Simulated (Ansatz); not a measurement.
## Geometry relaxation of CH₄AlClFNO (part 2 of 2)

CH₄AlClFNO, SMILES N[C](O)(F)[AlH][Cl]; RKS PBE-D4/def2-SVP (Ansatz 0.2.0). The geometry: force-field start.

Geometry of the input (Å):
```
N  -0.5243  -1.3226  0.5951
C  0.3539  -0.3356  -0.0264
O  1.3548  -0.0466  0.8686
F  0.9594  -0.8697  -1.1899
Al -0.6189  1.3538  -0.4996
Cl -1.6122  2.5393  1.1137
H  -1.2437  -1.5655  -0.1364
H  0.0004  -2.1227  0.8318
H  2.0949  0.4535  0.4188
H  -0.6812  1.8649  -1.9727
```

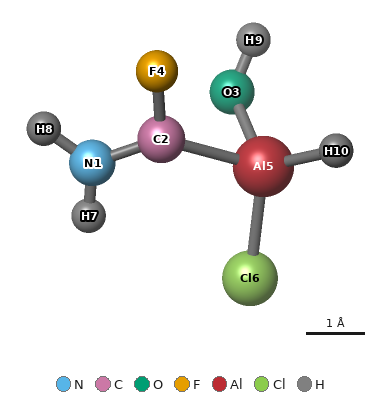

The geometry at step 26 of the log (ball-and-stick view, seen at a tilt; atoms are numbered from 1 in the order of the input).

Trajectory as extended XYZ, continued
```
10
Properties=species:S:1:pos:R:3:forces:R:3 step=5 energy=-26449.11352
N    -0.5183   -1.2993    0.5609    0.0667  -0.0897  -0.0132
C     0.3143   -0.3190   -0.0093   -0.0107   0.0502   0.0132
O     1.3482   -0.0897    0.9140   -0.0276   0.0170  -0.0456
F     0.9617   -0.7790   -1.2346    0.0102   0.0063   0.0265
Al   -0.6572    1.3778   -0.5185   -0.0046  -0.0152   0.0233
Cl   -1.5730    2.4954    1.0321    0.0054   0.0009  -0.0114
H    -1.2013   -1.6661   -0.1090   -0.0169   0.0385   0.0097
H     0.0436   -2.0785    0.9393   -0.0164   0.0203   0.0029
H     2.0827    0.3151    0.4145   -0.0121  -0.0307   0.0025
H    -0.7176    1.9921   -1.9864    0.0061   0.0024  -0.0078
10
Properties=species:S:1:pos:R:3:forces:R:3 step=8 energy=-26449.11884
N    -0.4897   -1.3318    0.5626   -0.0408   0.0509  -0.0330
C     0.2931   -0.3115    0.0107   -0.0311  -0.0876  -0.0375
O     1.3285   -0.0455    0.9251    0.1482   0.0896  -0.0789
F     0.9774   -0.7220   -1.2256   -0.0211   0.0094   0.0235
Al   -0.6694    1.3796   -0.5161   -0.0060   0.0082   0.0167
Cl   -1.6022    2.5203    1.0080   -0.0017  -0.0103  -0.0082
H    -1.2431   -1.6514   -0.0534    0.0459   0.0055   0.0332
H     0.0815   -2.1213    0.8958    0.0083  -0.0136  -0.0126
H     2.0917    0.2437    0.3831   -0.1167  -0.0535   0.0919
H    -0.6847    1.9888   -1.9873    0.0149   0.0014   0.0049
10
Properties=species:S:1:pos:R:3:forces:R:3 step=10 energy=-26449.12470
N    -0.4691   -1.3468    0.6057    0.0487  -0.0794  -0.0508
C     0.2600   -0.3186    0.0058   -0.0609  -0.0003   0.0083
O     1.3168    0.0392    0.8817    0.5657   0.1212  -0.4889
F     0.9402   -0.7353   -1.2257   -0.0116  -0.0342  -0.0020
Al   -0.6688    1.3910   -0.5071    0.0123   0.0561  -0.0700
Cl   -1.7403    2.4740    0.9671   -0.0097  -0.0340   0.0008
H    -1.2703   -1.6606    0.0484    0.0613   0.0105   0.0484
H     0.1289   -2.1436    0.8819   -0.0831   0.1195  -0.0195
H     2.1039    0.1605    0.2871   -0.5593  -0.0878   0.4423
H    -0.5182    2.0890   -1.9418    0.0367  -0.0718   0.1314
10
Properties=species:S:1:pos:R:3:forces:R:3 step=12 energy=-26449.14932
N    -0.4577   -1.3224    0.6641    0.0267  -0.0110  -0.1149
C     0.2351   -0.3302   -0.0327   -0.1448  -0.1058  -0.0461
O     1.3330    0.1070    0.7667    0.6805  -0.0072  -0.7305
F     0.8610   -0.8181   -1.2654   -0.0389   0.0196   0.1301
Al   -0.6578    1.4021   -0.4956    0.0408   0.3619  -0.1106
Cl   -1.9760    2.3316    0.9058    0.1325  -0.1506  -0.1797
H    -1.2794   -1.6789    0.1615    0.1105   0.0664   0.0866
H     0.1568   -2.0921    0.9694   -0.0303   0.0228  -0.0098
H     2.1106    0.0821    0.1375   -0.7082   0.0570   0.6159
H    -0.2425    2.2679   -1.8081   -0.0687  -0.2532   0.3591
10
Properties=species:S:1:pos:R:3:forces:R:3 step=15 energy=-26449.26623
N    -0.4217   -1.3548    0.7211   -0.0624   0.0901  -0.1603
C     0.1169   -0.4068   -0.1428   -0.0533  -0.3105  -0.1428
O     1.2087    0.3058    0.5403   -0.3536   0.0468   0.1868
F     0.7628   -0.9749   -1.3010   -0.0617   0.0913   0.2148
Al   -0.5537    1.4239   -0.4134    0.1635   0.0137   0.0009
Cl   -2.1507    2.2135    0.7447    0.0852  -0.0140  -0.0145
H    -1.3161   -1.7376    0.3915    0.1680   0.0712   0.0767
H     0.2398   -2.1001    0.9821   -0.0313  -0.0153  -0.0187
H     1.9718    0.2380   -0.0622    0.2443   0.0560  -0.1846
H     0.2253    2.3416   -1.4572   -0.0986  -0.0293   0.0417
10
Properties=species:S:1:pos:R:3:forces:R:3 step=17 energy=-26449.33356
N    -0.4383   -1.3933    0.6936   -0.0511   0.1651  -0.3796
C     0.0824   -0.4692   -0.2139   -0.4321  -0.3675   0.1126
O     1.0940    0.4094    0.5168   -0.1137   0.0326   0.1223
F     0.8464   -1.0495   -1.2534    0.0060   0.1394   0.1859
Al   -0.4629    1.4245   -0.3721    0.0647   0.0307  -0.2483
Cl   -2.0310    2.2414    0.8215    0.1920  -0.0779  -0.0311
H    -1.3475   -1.7801    0.3950    0.3503   0.1808   0.1325
H     0.2222   -2.1372    0.9635   -0.0541  -0.0194  -0.0426
H     1.9115    0.3806   -0.0209    0.1561   0.0535  -0.0585
H     0.2062    2.3220   -1.5271   -0.1181  -0.1373   0.2068
10
Properties=species:S:1:pos:R:3:forces:R:3 step=19 energy=-26449.37978
N    -0.4460   -1.4091    0.6614    0.0419  -0.0841  -0.3172
C     0.0678   -0.5007   -0.2465   -0.2625  -0.1012   0.2078
O     1.0308    0.4795    0.5390    0.2171   0.0737  -0.0375
F     0.9325   -1.0595   -1.1901    0.0504   0.0106   0.0138
Al   -0.4298    1.4076   -0.4107   -0.1153  -0.0058   0.0416
Cl   -1.8882    2.2277    0.9081    0.0572  -0.0354  -0.0690
H    -1.3840   -1.7396    0.4077    0.1304   0.0903   0.1152
H     0.1867   -2.1922    0.8883   -0.0824   0.0542  -0.0078
H     1.8967    0.4677    0.0718   -0.0549  -0.0074   0.0606
H     0.1165    2.2674   -1.6260    0.0181   0.0051  -0.0076
10
Properties=species:S:1:pos:R:3:forces:R:3 step=21 energy=-26449.40689
N    -0.4096   -1.4572    0.6278   -0.8291  -0.8184  -0.2976
C     0.0519   -0.5298   -0.2492    0.0608  -0.1994  -0.3367
O     1.0511    0.5676    0.5666    0.4743   0.2251   0.1784
F     0.9769   -1.0413   -1.1523   -0.1751   0.0083   0.1768
Al   -0.3698    1.3954   -0.3875   -0.0612   0.1125  -0.2593
Cl   -1.8962    2.1750    0.8555   -0.1293   0.0511   0.1402
H    -1.4517   -1.5781    0.5969    1.1210   0.0655   0.2237
H     0.1304   -2.3488    0.6873   -0.3800   0.5603   0.0559
H     1.9355    0.5490    0.1348   -0.1248   0.0015   0.0971
H     0.0647    2.2170   -1.6769    0.0432  -0.0063   0.0214
10
Properties=species:S:1:pos:R:3:forces:R:3 step=23 energy=-26449.63292
N    -0.4388   -1.5411    0.5055   -2.3985   0.2784  -0.0732
C    -0.0165   -0.6176   -0.3668   -0.1221  -0.6410   0.0049
O     1.0802    0.7658    0.6293    0.7001   0.4956  -0.0265
F     1.0096   -1.0943   -1.1111   -0.1358  -0.0405  -0.0094
Al   -0.2924    1.3824   -0.4246    0.2338   0.0512   0.4202
Cl   -1.8428    2.0645    0.9017   -0.0219  -0.1170  -0.2081
H    -1.4769   -1.4678    0.8224    2.3310  -0.1256  -0.4312
H     0.0239   -2.4582    0.5461   -0.0315   0.1015   0.1494
H     1.9970    0.7354    0.2659   -0.4776   0.0505   0.1595
H     0.0398    2.1797   -1.7655   -0.0774  -0.0532   0.0142
10
Properties=species:S:1:pos:R:3:forces:R:3 step=26 energy=-26450.07891
N    -0.5828   -1.5774    0.3944    0.6261  -0.2247  -0.8308
C    -0.1095   -0.6948   -0.4697    0.6790  -1.1281  -0.0837
O     1.2592    0.9686    0.7104    0.2548   0.2692  -0.3416
F     0.8876   -1.2315   -1.2128   -0.6631   0.2329   0.4032
Al   -0.1668    1.3204   -0.3321    0.6666   0.4189   0.1261
Cl   -1.9013    1.7978    0.8262   -0.1953  -0.1080   0.1362
H    -1.3928   -1.3044    0.9383   -0.3289   0.1419   0.4556
H    -0.1407   -2.5119    0.5148   -0.3252   0.4468   0.0006
H     2.1662    1.0926    0.3418   -0.6627  -0.0592   0.1905
H     0.0639    2.0894   -1.7082   -0.0513   0.0102  -0.0562
10
Properties=species:S:1:pos:R:3:forces:R:3 step=28 energy=-26450.27719
N    -0.6898   -1.5829    0.3294   -0.3476   0.2469   0.5276
C    -0.0729   -0.7751   -0.4989    0.2137  -0.2481   0.0273
O     1.3995    1.2255    0.7630   -0.2853   0.0927  -0.4376
F     0.8123   -1.4256   -1.2435    0.0447  -0.0122  -0.1206
Al   -0.0241    1.3056   -0.3113    0.3522  -0.1115   0.3339
Cl   -1.8736    1.4115    0.8611    0.1041  -0.0113   0.0002
H    -1.3741   -1.1297    0.9819    0.3734  -0.1891  -0.4316
H    -0.4190   -2.5757    0.4520   -0.1641   0.2675  -0.0976
H     2.2800    1.4319    0.3946   -0.2545   0.0004   0.0817
H     0.0448    2.0632   -1.7252   -0.0367  -0.0354   0.1167
10
Properties=species:S:1:pos:R:3:forces:R:3 step=30 energy=-26450.34547
N    -0.7279   -1.5862    0.3113    0.1191  -0.0992  -0.0058
C     0.0180   -0.8522   -0.4749   -0.2598   0.1385   0.0643
O     1.4650    1.2867    0.7343   -0.1377  -0.0543  -0.0473
F     0.8496   -1.5576   -1.2161    0.0851  -0.1121  -0.0534
Al    0.0391    1.2324   -0.2852    0.1254   0.1196   0.1721
Cl   -1.7894    1.3671    0.9155   -0.0096  -0.1734   0.0518
H    -1.3897   -1.0643    0.9154    0.0022   0.0761  -0.0597
H    -0.6322   -2.6108    0.3790   -0.0581   0.0750   0.0109
H     2.2684    1.6943    0.3795    0.1100   0.0816   0.0049
H    -0.0178    2.0393   -1.6558    0.0234  -0.0519  -0.1378
10
Properties=species:S:1:pos:R:3:forces:R:3 step=33 energy=-26450.37891 accepted=F
N    -0.7984   -1.6022    0.2723   -0.0840   0.1246   0.0674
C     0.0367   -0.9111   -0.4460    0.3900   0.1838  -0.1102
O     1.5874    1.3705    0.6829   -0.1940  -0.1691  -0.0782
F     0.8463   -1.6410   -1.1952   -0.1576  -0.0414  -0.0272
Al    0.1310    1.1822   -0.2617    0.1223   0.0617   0.1851
Cl   -1.6600    1.2497    1.0361   -0.0367  -0.0361   0.0154
H    -1.3918   -1.0032    0.8871   -0.1563  -0.0229  -0.0446
H    -0.8712   -2.6238    0.2483    0.0235  -0.1988   0.0726
H     2.2426    2.0471    0.4683    0.0948   0.1242  -0.0403
H    -0.0395    1.8804   -1.6889   -0.0019  -0.0259  -0.0400
10
Properties=species:S:1:pos:R:3:forces:R:3 step=35 energy=-26450.38899
N    -0.8003   -1.5961    0.2706   -0.0116   0.0804  -0.0123
C     0.0446   -0.9073   -0.4450    0.1261   0.0052  -0.0434
O     1.6112    1.3479    0.6652    0.2454   0.2765  -0.1020
F     0.8391   -1.6467   -1.2002   -0.0594  -0.0024   0.0302
Al    0.1379    1.1844   -0.2481    0.0067  -0.0012   0.0073
Cl   -1.6616    1.2395    1.0442   -0.0083   0.0034   0.0119
H    -1.4225   -0.9956    0.8563   -0.0401  -0.0231   0.0152
H    -0.8593   -2.6220    0.2680   -0.0013  -0.0588   0.0045
H     2.2376    2.0731    0.4745   -0.2558  -0.2757   0.0837
H    -0.0437    1.8716   -1.6824   -0.0016  -0.0043   0.0050
10
Properties=species:S:1:pos:R:3:forces:R:3 step=37 energy=-26450.39407
N    -0.8371   -1.5972    0.2364    0.0464   0.0718  -0.0601
C     0.0718   -0.9216   -0.4152   -0.0074  -0.1341   0.0463
O     1.6775    1.3716    0.6045    0.0068   0.0327  -0.0409
F     0.8838   -1.6781   -1.1326   -0.0318   0.0351   0.0092
Al    0.1659    1.1704   -0.2330    0.0040   0.0077   0.0398
Cl   -1.5987    1.2296    1.1178    0.0134   0.0069  -0.0365
H    -1.4751   -0.9941    0.8019   -0.0026   0.0081   0.0271
H    -0.9259   -2.6223    0.2095    0.0145   0.0103  -0.0109
H     2.2092    2.1752    0.4907   -0.0366  -0.0431   0.0160
H    -0.0884    1.8153   -1.6771   -0.0067   0.0046   0.0101
10
Properties=species:S:1:pos:R:3:forces:R:3 step=39 energy=-26450.39550
N    -0.8357   -1.5939    0.2383    0.0162  -0.0178  -0.0021
C     0.0801   -0.9288   -0.4110   -0.0058  -0.0178  -0.0138
O     1.6947    1.3622    0.5831    0.0609   0.1134  -0.0176
F     0.8761   -1.6885   -1.1415   -0.0206   0.0155   0.0211
Al    0.1729    1.1643   -0.2341    0.0063   0.0029  -0.0145
Cl   -1.5969    1.2334    1.1066    0.0078   0.0045   0.0053
H    -1.4622   -0.9874    0.8143    0.0008   0.0029  -0.0049
H    -0.9380   -2.6177    0.2012    0.0044   0.0121   0.0008
H     2.1897    2.1964    0.5217   -0.0726  -0.1142   0.0215
H    -0.0976    1.8087   -1.6756    0.0026  -0.0016   0.0042
10
Properties=species:S:1:pos:R:3:forces:R:3 step=41 energy=-26450.39638
N    -0.8258   -1.5915    0.2479    0.0003  -0.0054   0.0022
C     0.0738   -0.9283   -0.4251   -0.0067   0.0042   0.0074
O     1.6927    1.3423    0.5730    0.0331   0.0587  -0.0124
F     0.8591   -1.6907   -1.1629    0.0001  -0.0003   0.0016
Al    0.1715    1.1655   -0.2498   -0.0038  -0.0128  -0.0151
Cl   -1.5948    1.2417    1.0941   -0.0078   0.0036   0.0064
H    -1.4463   -0.9824    0.8281    0.0069  -0.0038  -0.0078
H    -0.9222   -2.6161    0.2230   -0.0013   0.0053  -0.0001
H     2.1674    2.1885    0.5623   -0.0210  -0.0506   0.0138
H    -0.0922    1.8197   -1.6874    0.0002   0.0011   0.0039
10
Properties=species:S:1:pos:R:3:forces:R:3 step=44 energy=-26450.39687
N    -0.8250   -1.5891    0.2484   -0.0068   0.0063  -0.0087
C     0.0751   -0.9307   -0.4286    0.0056  -0.0132   0.0060
O     1.7123    1.3298    0.5353    0.0103   0.0734  -0.0079
F     0.8590   -1.6988   -1.1620   -0.0002   0.0042  -0.0002
Al    0.1758    1.1630   -0.2631    0.0055  -0.0080   0.0088
Cl   -1.5775    1.2496    1.1014    0.0043  -0.0013  -0.0094
H    -1.4443   -0.9757    0.8248    0.0030   0.0025   0.0097
H    -0.9243   -2.6133    0.2283    0.0013   0.0009  -0.0019
H     2.1385    2.1983    0.6157   -0.0191  -0.0669   0.0022
H    -0.1064    1.8157   -1.6972   -0.0040   0.0022   0.0014
10
Properties=species:S:1:pos:R:3:forces:R:3 step=46 energy=-26450.39706
N    -0.8250   -1.5884    0.2479    0.0023  -0.0017   0.0045
C     0.0775   -0.9315   -0.4270    0.0005   0.0016  -0.0092
O     1.7129    1.3318    0.5303   -0.0180  -0.0039  -0.0111
F     0.8600   -1.6995   -1.1617    0.0008  -0.0023   0.0028
Al    0.1760    1.1620   -0.2652    0.0076   0.0150   0.0086
Cl   -1.5786    1.2512    1.0972    0.0050  -0.0071   0.0014
H    -1.4414   -0.9743    0.8269   -0.0034   0.0016   0.0019
H    -0.9257   -2.6125    0.2272   -0.0012   0.0015  -0.0008
H     2.1429    2.1951    0.6253   -0.0002   0.0003   0.0013
H    -0.1154    1.8149   -1.6978    0.0067  -0.0050   0.0007
```

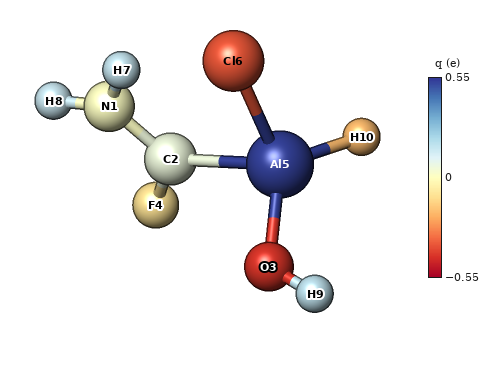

Mulliken charges, as the colour of each atom (ball-and-stick view, seen at a tilt; atoms are numbered from 1 in the order of the input). By element: N +0.01, C +0.06, O −0.43, F −0.10, Al +0.53, Cl −0.37 and H −0.19 to +0.17 e.

Results in brief

```tsv
quantity	value
outcome	converged
total energy	−26450.3971 eV
mean-field energy	−26450.1687 eV
dispersion energy	−0.2284 eV
SCF solution under orbital rotations	stable
largest force (length of the vector) at the end	0.022 eV/Å
dipole moment	4.79 D
hardware	4 CPU threads, shared host
wall time	89 s (CPU time 4.9 min)
peak memory	0.27 GiB
```
